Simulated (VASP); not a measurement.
Band structure of Hf (hcp). Computed with vdW-DF2, VASP's PBE PAW potentials (set 64) (plane waves; VASP).

Unless said otherwise, spin-orbit coupling is left out, though it shifts the bands of the heavy elements here.

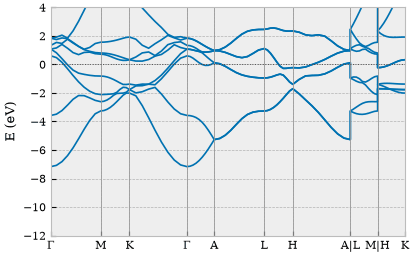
Bands along high-symmetry lines, zero at the valence-band maximum or, without a gap, the Fermi level

Question: Read the plot: is there a gap, and where are the band edges?

Answer: It has no gap at this level: it comes out as a metal or semimetal. (Edges off the drawn lines would not show.)

The compound is Hf in the hcp structure. It was relaxed first, which changed the volume by +6 %.
